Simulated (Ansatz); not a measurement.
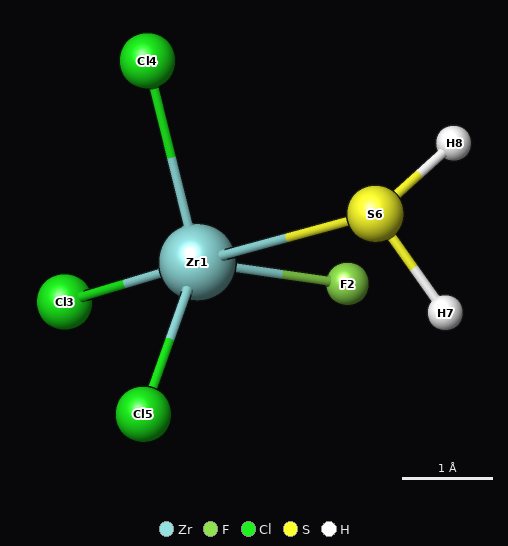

Figure 1. The structure as given in the input (ball-and-stick view, seen at a tilt; atoms are numbered from 1 in the order of the input). Sticks mark near contacts. Bond lengths as drawn: Cl–Zr 2.35 to 2.37 Å, F–Zr 1.90 Å, H–S 1.35 Å and S–Zr 3.02 Å.

ZrH2SCl3F: nudged elastic band (part 1 of 2)

- system: ZrH2SCl3F
- method: RKS B3LYP/def2-SVP (Ansatz 0.2.0)

The run did not end well. One setting was made poor on purpose. It belongs to a series of runs on one base structure; here: band between the two ends.

### The input
```yaml
crystal:
  periodic: [false, false, false]
  atoms:
    - { symbol: Zr, position_ang: [0.011763, -0.03629, -0.120604] }
    - { symbol: F, position_ang: [0.194063, -0.410716, 1.737341] }
    - { symbol: Cl, position_ang: [2.275651, -0.003862, -0.76192] }
    - { symbol: Cl, position_ang: [-0.666297, 2.170039, -0.65232] }
    - { symbol: Cl, position_ang: [-0.832834, -1.807022, -1.449885] }
    - { symbol: S, position_ang: [-2.867016, -0.111424, 0.802367] }
    - { symbol: H, position_ang: [-2.840545, -1.288214, 1.471222] }
    - { symbol: H, position_ang: [-2.743484, 0.614688, 1.938397] }
basis:
  gaussian: { orbitals: def2-SVP }
hamiltonian:
  xc: b3lyp
neb:
  order_check: false
  images: 7
  f_tol: 0.05
  max_iterations: 3
  final_atoms:
    - { symbol: Zr, position_ang: [-0.58559421, 0.01965413, -0.30239696] }
    - { symbol: F, position_ang: [-0.54345504, 1.05104633, 1.87329986] }
    - { symbol: Cl, position_ang: [1.42558605, -0.96537921, 0.41088399] }
    - { symbol: Cl, position_ang: [-0.52408571, 2.22995558, -1.08526232] }
    - { symbol: Cl, position_ang: [-0.99875634, -1.21220078, -2.25172688] }
    - { symbol: S, position_ang: [-2.66190353, -0.6347755, 1.00666285] }
    - { symbol: H, position_ang: [-2.24317713, -1.91164279, 1.19329993] }
    - { symbol: H, position_ang: [-1.3373131, 0.55054124, 2.11983753] }
  initial_path:
    images:
      - { positions_ang: [[0.011763, -0.03629, -0.120604], [0.194063, -0.410716, 1.737341], [2.275651, -0.003862, -0.76192], [-0.666297, 2.170039, -0.65232], [-0.832834, -1.807022, -1.449885], [-2.867016, -0.111424, 0.802367], [-2.840545, -1.288214, 1.471222], [-2.743484, 0.614688, 1.938397]] }
      - { positions_ang: [[0.00768325, -0.02091634, -0.09124284], [0.1481804, -0.31455396, 1.88456264], [2.29823007, 0.0188999, -0.78558275], [-0.80823215, 2.14687814, -0.6866013], [-0.91445089, -1.86364623, -1.30751757], [-2.82597022, -0.09459182, 0.82970771], [-2.99229879, -1.19439676, 1.12972175], [-2.38184066, 0.44952608, 1.99155036]] }
      - { positions_ang: [[0.0036035, -0.00554268, -0.06188169], [0.10229779, -0.21839193, 2.03178428], [2.32080913, 0.04166181, -0.80924551], [-0.95016731, 2.12371727, -0.7208826], [-0.99606778, -1.92027046, -1.16515013], [-2.78492444, -0.07775964, 0.85704843], [-3.14405258, -1.10057953, 0.78822149], [-2.02019732, 0.28436416, 2.04470373]] }
      - { positions_ang: [[-0.00047625, 0.00983098, -0.03252053], [0.05641519, -0.12222989, 2.17900592], [2.3433882, 0.06442371, -0.83290826], [-1.09210246, 2.10055641, -0.75516389], [-1.07768468, -1.97689469, -1.0227827], [-2.74387865, -0.06092747, 0.88438914], [-3.29580637, -1.00676229, 0.44672124], [-1.65855398, 0.11920223, 2.09785709]] }
      - { positions_ang: [[-0.004556, 0.02520464, -0.00315937], [0.01053258, -0.02606785, 2.32622756], [2.36596726, 0.08718561, -0.85657101], [-1.23403762, 2.07739555, -0.78944519], [-1.15930157, -2.03351892, -0.88041527], [-2.70283287, -0.04409529, 0.91172985], [-3.44756015, -0.91294506, 0.10522098], [-1.29691063, -0.04595969, 2.15101045]] }
      - { positions_ang: [[-0.14981555, 0.02381702, -0.07796877], [-0.12796432, 0.24321069, 2.21299563], [2.13087196, -0.17595559, -0.53970726], [-1.05654964, 2.11553555, -0.86339947], [-1.11916526, -1.82818938, -1.22324317], [-2.69260054, -0.19176534, 0.9354631], [-3.1464644, -1.16261949, 0.37724072], [-1.30701125, 0.10316555, 2.14321722]] }
      - { positions_ang: [[-0.2950751, 0.02242939, -0.15277816], [-0.26646123, 0.51248924, 2.09976371], [1.89577666, -0.4390968, -0.22284351], [-0.87906166, 2.15367556, -0.93735375], [-1.07902895, -1.62285985, -1.56607108], [-2.6823682, -0.33943539, 0.95919635], [-2.84536864, -1.41229392, 0.64926046], [-1.31711187, 0.25229078, 2.13542399]] }
      - { positions_ang: [[-0.44033466, 0.02104176, -0.22758756], [-0.40495813, 0.78176778, 1.98653178], [1.66068135, -0.702238, 0.09402024], [-0.70157368, 2.19181557, -1.01130804], [-1.03889264, -1.41753032, -1.90889898], [-2.67213587, -0.48710545, 0.9829296], [-2.54427288, -1.66196836, 0.9212802], [-1.32721248, 0.40141601, 2.12763076]] }
      - { positions_ang: [[-0.58559421, 0.01965413, -0.30239696], [-0.54345504, 1.05104633, 1.87329986], [1.42558605, -0.96537921, 0.41088399], [-0.52408571, 2.22995558, -1.08526232], [-0.99875634, -1.21220078, -2.25172688], [-2.66190353, -0.6347755, 1.00666285], [-2.24317713, -1.91164279, 1.19329993], [-1.3373131, 0.55054124, 2.11983753]] }
```

Machine: 4 threads of Intel Xeon (Granite Rapids), 32 GiB of memory available, shared host.

Launched with:
```bash
ansatz run input.yaml --threads 4 --pin off --max-ram 5120MiB --backend cpu --events-out ev --progress --plain --runs-dir out
```

### Output
```
Engine: ansatz 0.2.0, x86_64-unknown-linux-gnu
Functional definition: B3LYP
  parameter a0 = 0.2
  parameter ax = 0.72
  parameter ac = 0.81
  exchange = (1 - a0 - ax)*slater_x + ax*b88_x + a0*exact_x
  correlation = (1 - ac)*vwn_rpa_c + ac*lyp_c
1288 factors; integrals over basis functions are off by at most 2.5e-4 eV
mean field evaluation 1: about -52424.0009 eV, gradient 4.1e1 eV
mean field evaluation 2: about -52399.9754 eV, gradient 1.3e2 eV
mean field evaluation 4: about -52427.2526 eV, gradient 4.0e0 eV
mean field evaluation 8: about -52427.3192 eV, gradient 3.9e-1 eV
mean field evaluation 16: about -52427.3197 eV, gradient 1.4e-5 eV
mean field -52427.31967421 eV, -1926.6684615135 hartree, gradient 1.5e-5 eV, S^2 0.000000; 0 other end points of the search recorded, 0 dependent functions left out
the calculation of the forces begins
reference -52427.32002674 eV, -1926.6684744689 hartree; 45, 45 occupied and 82, 82 virtual orbitals, 1288 factors
1290 factors; integrals over basis functions are off by at most 1.0e-3 eV
mean field evaluation 32: about -52426.3109 eV, gradient 1.5e-4 eV
mean field -52426.31088591 eV, -1926.6313892274 hartree, gradient 2.2e-5 eV, S^2 0.000000; 0 other end points of the search recorded, 0 dependent functions left out
[... from here on the field's lines of each further geometry are left out, up to the last ...]
NEB iter   1: max|band force component| = 1.578e1 eV/Å  barrier→ = 4.1333 eV  barrier← = 3.1245 eV  Δτ_max = 0.2000 Å  (264 SCF iters)
NEB iter   2: max|band force component| = 5.955e0 eV/Å  barrier→ = 2.3253 eV  barrier← = 1.3165 eV  Δτ_max = 0.2000 Å  (248 SCF iters)
the calculation of the forces begins
reference -52426.10653781 eV, -1926.6238795732 hartree; 45, 45 occupied and 82, 82 virtual orbitals, 1292 factors
these checks for a lower state are left out or cut short: starts, cluster_reference, orbital_swaps, neighbouring_geometries, increment
1292 factors; integrals over basis functions are off by at most 1.3e-3 eV
mean field -52426.17606429 eV, -1926.6264346242 hartree, gradient 1.3e-5 eV, S^2 0.000000; 0 other end points of the search recorded, 0 dependent functions left out
the calculation of the forces begins
reference -52426.17642098 eV, -1926.6264477323 hartree; 45, 45 occupied and 82, 82 virtual orbitals, 1292 factors
NEB iter   3: max|band force component| = 2.662e0 eV/Å  barrier→ = 1.5544 eV  barrier← = 0.5456 eV  Δτ_max = 0.2000 Å  (228 SCF iters)
```

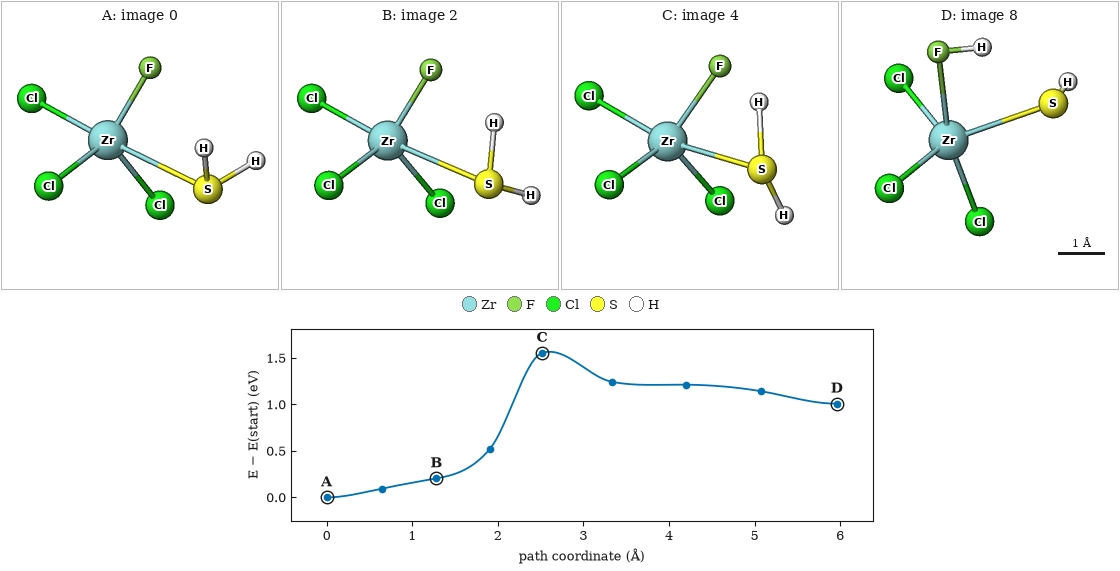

Figure 2. Images of the last band (counted from 0; ball-and-stick, seen at a tilt) above the energy along the path; the line is a cubic interpolation that uses the forces. The highest image is number 4, 1.554 eV above the start and 0.546 eV above the end; the end lies 1.009 eV above the start. The path is 5.96 Å long. The band had not converged after 3 iterations.
